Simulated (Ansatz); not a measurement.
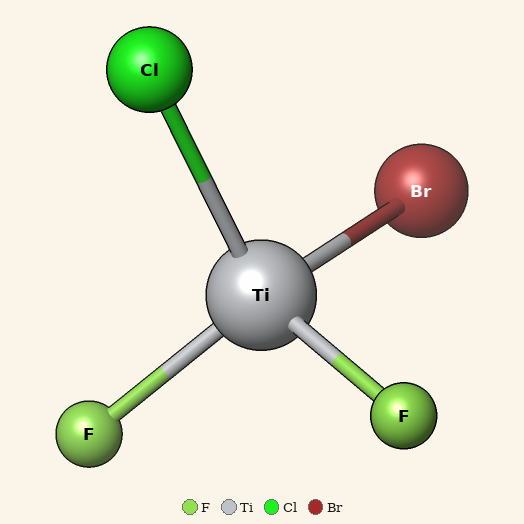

A metal compound. The species is neutral and a spin singlet. Computed geometry: PBE0-D4/def2-TZVP optimisation.

### What is the coordination number of the metal, and which atoms bind to it?

Ti binds 4 atoms: 2 F at 1.73 Å, 1 Cl at 2.17 Å, 1 Br at 2.33 Å. The arrangement is tetrahedral.

### What are the formal oxidation state of the metal and its number of d electrons?

Ti(IV), d⁰, counting the ligands as closed-shell ions or neutral donors.
